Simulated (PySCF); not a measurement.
C$_{3}$H$_{13}$NO$_{3}$Si$_{2}$ ((OMe)3Si-NH-SiH3)

Input file:

```
{"job": {"kind": "uv", "xc": "CAM-B3LYP", "basis": "def2-SVPD", "ip": true, "nstates": 10}, "charge": 0, "multiplicity": 1}
Si    -0.204328    -0.420883     0.034329
O     -0.382097    -2.014524    -0.331646
C     -1.430600    -2.543407    -1.100022
O      0.317214     0.529366    -1.213319
C      1.590885     0.469527    -1.792569
O     -1.706765     0.151626     0.386624
C     -2.082627     1.497150     0.477474
N      0.949332    -0.401044     1.307828
Si     1.734243     0.961427     2.048835
H     -1.423044    -3.639373    -0.999759
H     -2.410779    -2.165292    -0.764380
H     -1.313789    -2.296269    -2.169955
H      1.748151     1.371810    -2.402911
H      2.392067     0.422836    -1.033085
H      1.696393    -0.412713    -2.447821
H     -1.738133     1.951600     1.424443
H     -3.181340     1.562026     0.453191
H     -1.678024     2.092076    -0.358925
H      1.067095    -1.306779     1.755245
H      1.354306     2.167565     1.256009
H      1.313424     1.159654     3.471476
H      3.224385     0.818581     2.041929
```

Run with:

```sh
OMP_NUM_THREADS=2 python probes_run.py task.json out
```

Geometry: PBE0-D3(BJ)/def2-SVP.

Method: CAM-B3LYP/def2-SVPD, SCF density, gas phase (PySCF).

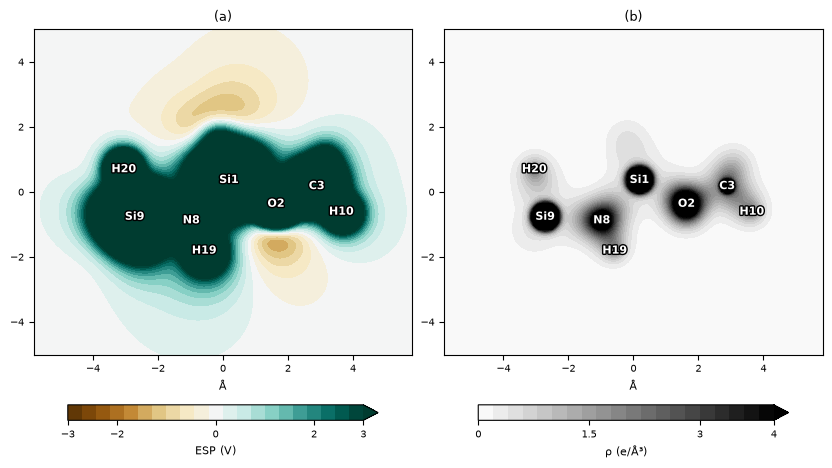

Figure 1. (a) molecular electrostatic potential; (b) electron density on the plane of atoms N8, Si9 and H20.

**What does the map show?**

The section cuts through Si, O, C, N and H sites. C–O (1.40 Å): ρ at the midpoint is about 2.1 e/Å³, with its minimum of 1.7 e/Å³ about 0.5 Å from C. Si–O (1.64 Å): ρ is about 1.1 e/Å³ halfway. Si–N (1.72 Å): ρ is about 1.1 e/Å³ halfway. N–H (1.02 Å): ρ at the midpoint is about 2.7 e/Å³. C–H (1.10 Å): ρ is about 2 e/Å³ halfway. Outside the dense part of the molecule the potential is most negative (−1.5 V) near O2.

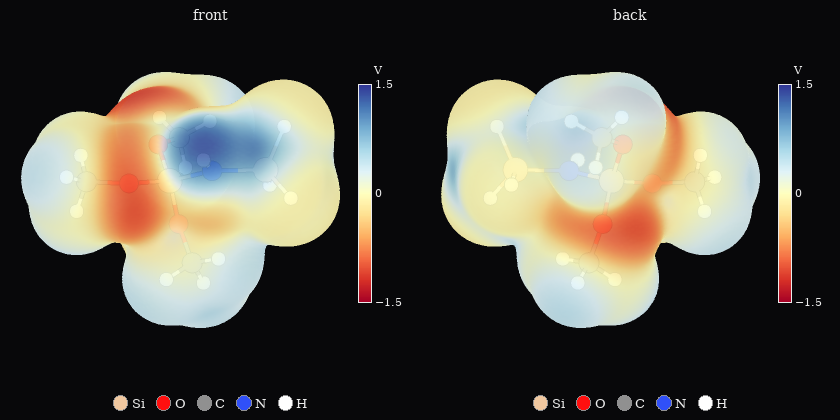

Figure 2. The electrostatic potential painted on the density surface at 0.001 e/bohr³, seen from the front and from behind; red is negative and blue positive.

**Which sites attract a positive test charge, and which a negative one?**

A positive charge is drawn to the negative regions and a negative charge to the positive ones. The most negative region (about −1.0 V) lies over O2, O4 and O6, the most positive (about +1.3 V) over H19.

**How polar is the molecule by this calculation?**

Its dipole moment is 0.48 D.
